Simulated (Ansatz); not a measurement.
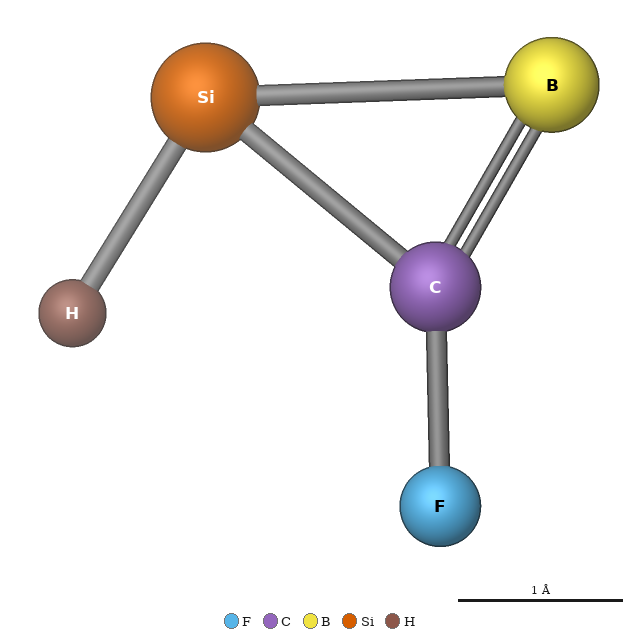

Distant atoms are faded towards the background colour. The species has charge −1 and is a spin singlet. The geometry was computed by an optimisation with PBE0-D4/def2-TZVPD. No frequency run is at hand to confirm it as a minimum. Masses are those of the most abundant isotopes; constants are for the rigid equilibrium geometry.

**What kind of rotor is it, and what are its rotational constants in GHz?**

An asymmetric top (Cs): A = 14.0, B = 5.01, C = 3.69 GHz. Ray's parameter κ is −0.74, nearer the prolate limit.
